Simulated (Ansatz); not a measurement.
## Electronic structure of F₂HSi₂ (SMILES F[Si](F)=[SiH+]) (charge +1) in real space

Input file:

```
crystal:
  periodic: [false, false, false]
  atoms:
    - symbol: F
      position_ang: [-0.103814, -0.398323, -1.920716]
    - symbol: F
      position_ang: [0.029896, -1.380215, 0.487772]
    - symbol: Si
      position_ang: [-0.238012, 2.218355, 0.561817]
    - symbol: Si
      position_ang: [-0.177881, -0.084368, -0.380506]
    - symbol: H
      position_ang: [-1.745938, 1.995510, 0.554833]
basis:
  gaussian:
    orbitals: def2-TZVPD
total_charge: 1
hamiltonian:
  xc: {name: PBE0}
output: {forces: true, orbitals: {seedname: orbitals}}
```

Launched as:

```sh
ansatz run input.yaml --threads 1 --pin off --max-ram 2610MiB --events-out events.jsonl --progress --plain --runs-dir runs
```

Geometry: B3LYP/6-31G*.

These are results of isolated molecule in a Gaussian basis; Kohn-Sham density functional theory, functional PBE0 in Ansatz, not measurements.

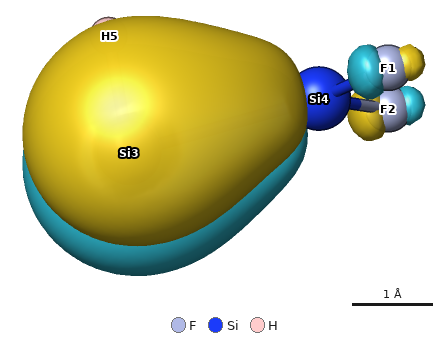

Figure 1. The LUMO at ±0.1 Å⁻³ᐟ² (yellow and cyan are the two phases), seen from one side.

Question: What is the character of this orbital?

Answer: By Hirshfeld shares it lies mainly on Si3 (about 80 %) and Si4 (about 15 %). Its energy is −9.62 eV.

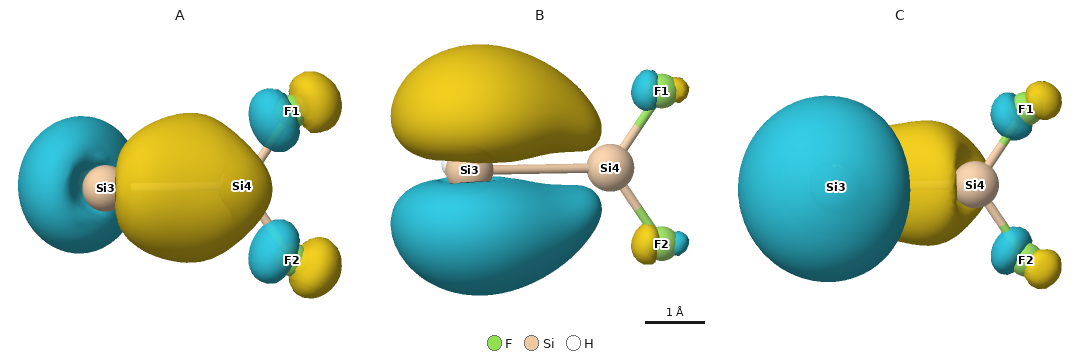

Figure 2. Three frontier orbitals at ±0.1 Å⁻³ᐟ² (yellow and cyan are the two phases), in no order.

Question: Which picture is the HOMO−1, the HOMO and the LUMO?

Answer: A is the HOMO−1 (−15.44 eV). Its weight (Hirshfeld) is mainly on Si3 (about 35 %), Si4 (about 30 %), H5 (about 20 %), F2 (about 5 %) and F1 (about 5 %). C is the HOMO (−13.85 eV). Its weight (Hirshfeld) is mainly on Si3 (about 70 %), Si4 (about 15 %) and H5 (about 10 %). B is the LUMO (−9.62 eV). Its weight (Hirshfeld) is mainly on Si3 (about 80 %) and Si4 (about 15 %).

Question: What is the HOMO–LUMO gap?

Answer: 4.23 eV between the orbital energies.
